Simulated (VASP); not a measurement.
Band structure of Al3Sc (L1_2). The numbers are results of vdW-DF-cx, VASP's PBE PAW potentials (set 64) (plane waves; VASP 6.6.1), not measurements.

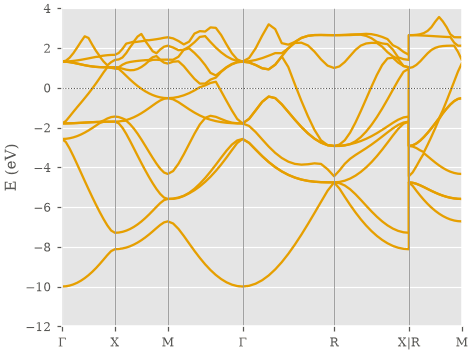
Bands along high-symmetry lines, zero at the valence-band maximum or, without a gap, the Fermi level

Problem. Read the plot: is there a gap, and where are the band edges?

Solution. It has no gap at this level: it comes out as a metal or semimetal. (Edges off the drawn lines would not show.)

The compound is Al3Sc in the L1_2 structure. It was relaxed first.
